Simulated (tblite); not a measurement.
C6H10F2: saddle-point search

The run: saddle-point search of C6H10F2. Method and program: GFN2-xTB saddle search (eigenvector following) and harmonic vibrations, gas phase (tblite 0.8.0).

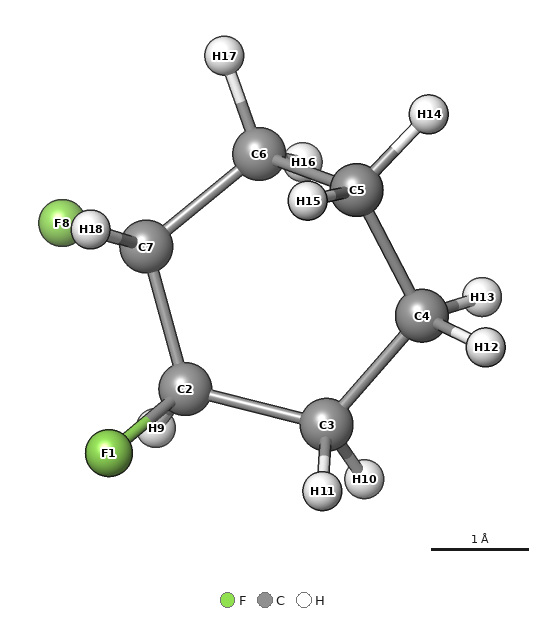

Fig. 1: The starting structure (ball-and-stick view, seen at a tilt; atoms are numbered from 1 in the order of the input).

**Input file**
```
{"job": {"xc": "GFN2-xTB", "basis": "xTB", "kind": "saddle"}, "charge": 0, "multiplicity": 1}
F     -0.997044     1.148873     2.024340
C     -0.694880     1.098734     0.668748
C     -1.488895    -0.074795     0.062689
C     -0.709526    -1.204202    -0.633180
C      0.769630    -1.232839    -0.274420
C      1.361499     0.147342    -0.520321
C      0.835158     1.089425     0.547329
F      1.262115     2.377071     0.268952
H     -1.054896     2.052352     0.265113
H     -2.213855     0.328172    -0.645176
H     -2.060060    -0.493464     0.892066
H     -1.168447    -2.160558    -0.377936
H     -0.794662    -1.085241    -1.714735
H      1.281289    -1.976648    -0.885998
H      0.902742    -1.507340     0.773571
H      1.060033     0.519294    -1.501816
H      2.451116     0.131457    -0.478338
H      1.258683     0.842368     1.529111
```

The first line tells a small driver script what to run in tblite; the rest is the geometry in Å.

Command:
```bash
OMP_NUM_THREADS=1 python <driver script> task.json out
```

**Output**
```
step      E/eV     max force
  0    -746.31712   0.0521
  1    -746.31466   0.0894
  2    -746.31418   0.1889
  3    -746.31479   0.0411
  4    -746.31559   0.0556
  5    -746.31822   0.0546
  6    -746.32222   0.0368
  7    -746.32582   0.0987
  8    -746.32401   0.0115
  9    -746.32621   0.0313
 10    -746.32494   0.0116
 11    -746.32618   0.0093
 12    -746.32777   0.0193
 13    -746.32927   0.0213
 14    -746.33068   0.0203
 15    -746.33248   0.0333
 16    -746.33429   0.0189
 17    -746.33632   0.0625
 18    -746.33526   0.0075
 19    -746.33651   0.0193
 20    -746.33772   0.0191
 21    -746.33889   0.0112
 22    -746.34027   0.0315
 23    -746.33951   0.0059
 24    -746.34032   0.0109
 25    -746.34106   0.0127
 26    -746.34174   0.0071
 27    -746.34250   0.0206
 28    -746.34309   0.0241
 29    -746.34348   0.0257
 30    -746.34366   0.0155
 31    -746.34371   0.0024
lowest wavenumbers (cm-1): -79.2 45.8 295.7 305.4 346.5 419.7
```

**Trajectory as extended XYZ (Å, eV, eV/Å), 6 of the 12 frames kept, from step=0 to step=31**
```
18
Properties=species:S:1:pos:R:3:forces:R:3 step=0 energy=-746.31712
F    -0.9970    1.1489    2.0243   -0.0130   0.0120  -0.0230
C    -0.6949    1.0987    0.6687   -0.0150   0.0170  -0.0290
C    -1.4889   -0.0748    0.0627   -0.0050  -0.0330   0.0400
C    -0.7095   -1.2042   -0.6332    0.0030   0.0100  -0.0240
C     0.7696   -1.2328   -0.2744    0.0040  -0.0030   0.0030
C     1.3615    0.1473   -0.5203    0.0000  -0.0090   0.0070
C     0.8352    1.0894    0.5473    0.0030  -0.0110   0.0090
F     1.2621    2.3771    0.2690   -0.0130  -0.0070  -0.0090
H    -1.0549    2.0524    0.2651   -0.0130   0.0160  -0.0180
H    -2.2139    0.3282   -0.6452   -0.0130   0.0120   0.0270
H    -2.0601   -0.4935    0.8921    0.0110  -0.0270   0.0420
H    -1.1684   -2.1606   -0.3779   -0.0040   0.0130  -0.0150
H    -0.7947   -1.0852   -1.7147    0.0180   0.0320  -0.0240
H     1.2813   -1.9766   -0.8860   -0.0170  -0.0110  -0.0030
H     0.9027   -1.5073    0.7736    0.0030  -0.0010   0.0120
H     1.0600    0.5193   -1.5018    0.0320  -0.0130  -0.0080
H     2.4511    0.1315   -0.4783    0.0000   0.0110   0.0090
H     1.2587    0.8424    1.5291    0.0180  -0.0090   0.0030
18
Properties=species:S:1:pos:R:3:forces:R:3 step=5 energy=-746.31822
F    -0.8871    0.9377    2.0935    0.0140  -0.0020  -0.0430
C    -0.6889    1.0581    0.7217    0.0050   0.0210   0.0160
C    -1.4966   -0.0594    0.0380    0.0030   0.0050   0.0060
C    -0.7123   -1.1874   -0.6532    0.0040  -0.0030  -0.0060
C     0.7507   -1.2362   -0.2346   -0.0040  -0.0020   0.0010
C     1.3764    0.1235   -0.5104    0.0020   0.0100   0.0060
C     0.8316    1.1269    0.4938    0.0060   0.0240   0.0140
F     1.1567    2.4075    0.0745   -0.0210  -0.0500   0.0060
H    -1.1100    2.0387    0.4630    0.0120  -0.0270   0.0160
H    -2.1692    0.3966   -0.6887   -0.0040   0.0010   0.0040
H    -2.1207   -0.4846    0.8259    0.0010  -0.0040   0.0050
H    -1.1931   -2.1421   -0.4360    0.0020   0.0080  -0.0100
H    -0.7499   -1.0427   -1.7351    0.0040   0.0050   0.0070
H     1.2679   -2.0116   -0.8010   -0.0040   0.0020   0.0060
H     0.8381   -1.4744    0.8274   -0.0050   0.0020  -0.0060
H     1.1210    0.4566   -1.5190    0.0080  -0.0070   0.0100
H     2.4637    0.0928   -0.4292   -0.0060  -0.0020   0.0060
H     1.3217    0.9999    1.4694   -0.0160   0.0180  -0.0370
18
Properties=species:S:1:pos:R:3:forces:R:3 step=11 energy=-746.32618
F    -0.8377    0.9039    2.1057    0.0030  -0.0020  -0.0010
C    -0.6879    1.0476    0.7308    0.0010   0.0000   0.0010
C    -1.5019   -0.0731    0.0614   -0.0010  -0.0020   0.0010
C    -0.7141   -1.1557   -0.6894   -0.0010   0.0010  -0.0030
C     0.7315   -1.2444   -0.2218   -0.0020   0.0000   0.0000
C     1.3989    0.0984   -0.4821    0.0020   0.0000   0.0020
C     0.8247    1.1473    0.4601    0.0020   0.0030  -0.0010
F     1.0933    2.4040   -0.0568   -0.0050  -0.0060  -0.0050
H    -1.1295    2.0256    0.5022   -0.0010  -0.0010   0.0030
H    -2.2244    0.3769   -0.6199   -0.0010  -0.0020   0.0050
H    -2.0698   -0.5381    0.8696    0.0040  -0.0020   0.0000
H    -1.2139   -2.1159   -0.5552    0.0000   0.0050  -0.0070
H    -0.7141   -0.9338   -1.7588    0.0020   0.0050   0.0020
H     1.2503   -2.0320   -0.7691   -0.0010  -0.0010   0.0020
H     0.7749   -1.4819    0.8428   -0.0030   0.0000   0.0000
H     1.2078    0.4129   -1.5106    0.0060  -0.0030   0.0030
H     2.4792    0.0451   -0.3419   -0.0010  -0.0020   0.0050
H     1.3326    1.1131    1.4330   -0.0010   0.0070  -0.0060
18
Properties=species:S:1:pos:R:3:forces:R:3 step=19 energy=-746.33651
F    -0.7685    0.8998    2.1218    0.0010   0.0010  -0.0020
C    -0.6910    1.0384    0.7407    0.0010   0.0000   0.0010
C    -1.5066   -0.1069    0.1191   -0.0070  -0.0060   0.0000
C    -0.7188   -1.0875   -0.7509   -0.0060   0.0010  -0.0040
C     0.6971   -1.2625   -0.2208   -0.0010   0.0030  -0.0030
C     1.4421    0.0507   -0.4136    0.0050   0.0060  -0.0010
C     0.8057    1.1777    0.3986    0.0090   0.0060  -0.0020
F     0.9747    2.3646   -0.2976   -0.0050  -0.0180   0.0050
H    -1.1615    2.0068    0.5292   -0.0010  -0.0010   0.0000
H    -2.3313    0.3106   -0.4599    0.0080  -0.0070   0.0100
H    -1.9419   -0.6507    0.9607    0.0080   0.0050  -0.0100
H    -1.2451   -2.0431   -0.7691    0.0050   0.0120  -0.0030
H    -0.6666   -0.7185   -1.7777    0.0000   0.0000   0.0130
H     1.2105   -2.0563   -0.7644   -0.0010   0.0000   0.0000
H     0.6735   -1.5315    0.8370   -0.0020   0.0000  -0.0040
H     1.4015    0.3346   -1.4683    0.0050  -0.0050   0.0150
H     2.4925   -0.0471   -0.1354   -0.0130   0.0000   0.0020
H     1.3338    1.3208    1.3508   -0.0060   0.0030  -0.0160
18
Properties=species:S:1:pos:R:3:forces:R:3 step=25 energy=-746.34106
F    -0.7572    0.9499    2.1228    0.0000   0.0010  -0.0030
C    -0.6973    1.0427    0.7377   -0.0020   0.0000   0.0010
C    -1.5030   -0.1321    0.1618   -0.0060  -0.0030   0.0010
C    -0.7231   -1.0456   -0.7798   -0.0040   0.0010  -0.0020
C     0.6804   -1.2741   -0.2371    0.0010   0.0020  -0.0020
C     1.4635    0.0246   -0.3680    0.0040   0.0020  -0.0020
C     0.7934    1.1871    0.3695    0.0050   0.0030  -0.0020
F     0.9215    2.3241   -0.4142   -0.0020  -0.0090   0.0020
H    -1.1777    1.9997    0.4982    0.0000  -0.0020   0.0000
H    -2.3905    0.2492   -0.3449    0.0080  -0.0050   0.0080
H    -1.8411   -0.7180    1.0199    0.0060   0.0050  -0.0090
H    -1.2603   -1.9900   -0.8786    0.0020   0.0070  -0.0020
H    -0.6545   -0.5945   -1.7721    0.0000  -0.0010   0.0080
H     1.1875   -2.0584   -0.8003   -0.0010   0.0010   0.0000
H     0.6303   -1.5828    0.8089   -0.0010   0.0000  -0.0040
H     1.5207    0.2982   -1.4245    0.0030  -0.0030   0.0120
H     2.4836   -0.0987   -0.0017   -0.0110   0.0000   0.0000
H     1.3239    1.4186    1.3024   -0.0030   0.0010  -0.0080
18
Properties=species:S:1:pos:R:3:forces:R:3 step=31 energy=-746.34371
F    -0.7728    1.0553    2.1118    0.0000   0.0000  -0.0010
C    -0.7094    1.0558    0.7252   -0.0010   0.0000   0.0000
C    -1.4904   -0.1652    0.2217   -0.0010   0.0000   0.0000
C    -0.7326   -0.9961   -0.8058   -0.0010   0.0000   0.0000
C     0.6637   -1.2884   -0.2750    0.0010   0.0000   0.0000
C     1.4843   -0.0055   -0.3065    0.0010   0.0000  -0.0010
C     0.7786    1.1926    0.3418    0.0010   0.0000   0.0000
F     0.8756    2.2649   -0.5341    0.0000  -0.0010   0.0010
H    -1.1987    1.9889    0.4182    0.0000  -0.0010   0.0000
H    -2.4491    0.1576   -0.1858    0.0020  -0.0010   0.0010
H    -1.6956   -0.7895    1.0945    0.0000   0.0010  -0.0020
H    -1.2810   -1.9212   -0.9877    0.0000   0.0000   0.0000
H    -0.6589   -0.4549   -1.7512    0.0000   0.0000   0.0010
H     1.1615   -2.0429   -0.8854    0.0000   0.0000   0.0000
H     0.5953   -1.6698    0.7457    0.0000   0.0000  -0.0010
H     1.6719    0.2648   -1.3483    0.0000  -0.0010   0.0020
H     2.4512   -0.1626    0.1729   -0.0020   0.0000  -0.0010
H     1.3066    1.5162    1.2479    0.0000   0.0000  -0.0010
```

**Results in brief**

| quantity | value |
| --- | --- |
| outcome | converged |
| total energy | −746.3437 eV |
| point group | C2 |
| hardware | 1 CPU thread, shared host |
| wall time | 12 s |
| peak memory | 0.2 GiB |
